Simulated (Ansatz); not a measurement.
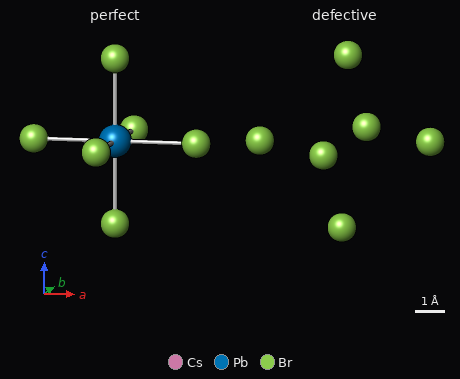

Left: perfect CsPbBr3. Right: the same region with one point defect, after relaxing the atoms in a supercell of 40 sites. Style: ball-and-stick. Shown: the atoms within 3.8 Å of one point, slightly off an axis.

Theory: DFT, PBEsol, PAW, plane waves (Ansatz 0.2.0). Set-up: plane-wave cutoff 420 eV; k-point mesh 1 × 1 × 1; mesh shifted by (0.25, 0.25, 0.25); collinear spin. Fermi-Dirac smearing of 0.01 eV. A uniform background neutralises the charged cell. The axes drawn are those of the host's conventional cell.

### Which defect is it?

A lead atom is taken out (a vacancy).

The charge state of the cell is +1.

### What does the relaxation do around it?

Around the empty Pb site the host had 6 Br at 2.94 Å; after relaxation the nearest atoms are 6 Br at 3.06 to 3.07 Å. Of the host's atoms, a caesium atom moves furthest from its site, by 0.30 Å. The cell's net moment is 2.99 μB.

Limits of the set-up: the cell is charged, on a uniform background, and energies carry no finite-size correction.
